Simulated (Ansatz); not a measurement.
# Fields on a plane of AlRu (CsCl type)

```
CELL_PARAMETERS angstrom
      2.98252     0.00000     0.00000
      0.00000     2.98252     0.00000
      0.00000     0.00000     2.98252
ATOMIC_POSITIONS crystal
  Al 0.00000 0.00000 0.00000
  Ru 0.50000 0.50000 0.50000
```

The slice is a {210} plane (indices of the conventional cell) through the point (0.000, 0.000, 0.000) (fractional), spanned by u = [100] and v = [021] in vectors of this cell: u (2.98 Å) and v (6.67 Å, at 90° to u). It covers one period; positions are fractions (u, v).

Atoms on it: Al at (0.00, 0.00). Other atoms lie within 1 Å of the plane.

These are r2SCAN (plane waves to 500 eV, PAW, scalar-relativistic; Ansatz, a first-principles code) values and carry that method's errors. k mesh 16×16×16. Inside the PAW spheres the values are not all-electron values, and peaks at nuclei hang on which shells count as valence. AlRu is run without spin polarisation. AlRu was relaxed with its symmetry unable to fall.

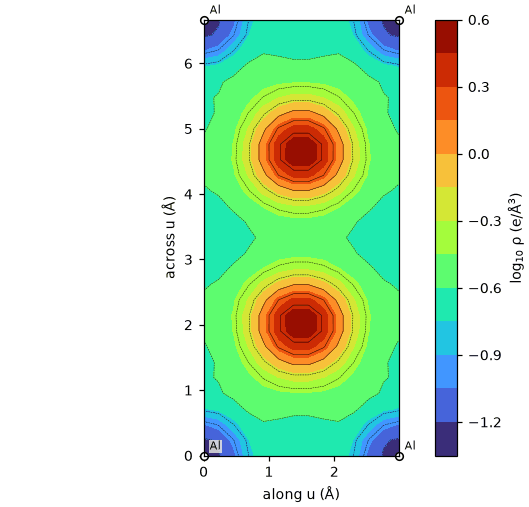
Figure: Log₁₀ of the valence density in e/Å³, one period of the plane, atoms marked. The scale is logarithmic, as a density can span decades between atoms and voids.

| v \ u | 0.00 | 0.15 | 0.31 | 0.46 | 0.62 | 0.77 | 0.92 |
|---|---|---|---|---|---|---|---|
| 0.86 | 0.45 | 0.48 | 0.38 | 0.26 | 0.31 | 0.45 | 0.46 |
| 0.71 | 0.41 | 0.27 | 0.43 | 0.58 | 0.55 | 0.28 | 0.36 |
| 0.57 | 0.45 | 0.38 | 0.26 | 0.20 | 0.22 | 0.32 | 0.43 |
| 0.43 | 0.45 | 0.38 | 0.26 | 0.20 | 0.22 | 0.32 | 0.43 |
| 0.29 | 0.41 | 0.27 | 0.43 | 0.58 | 0.55 | 0.28 | 0.36 |
| 0.14 | 0.45 | 0.48 | 0.38 | 0.26 | 0.31 | 0.45 | 0.46 |
| 0.00 | x | x | 0.38 | 0.44 | 0.45 | 0.14 | x |

Values: electron localisation function (ELF). Points within 0.5 Å of a nucleus are blanked (x), as the pseudised field means little there.
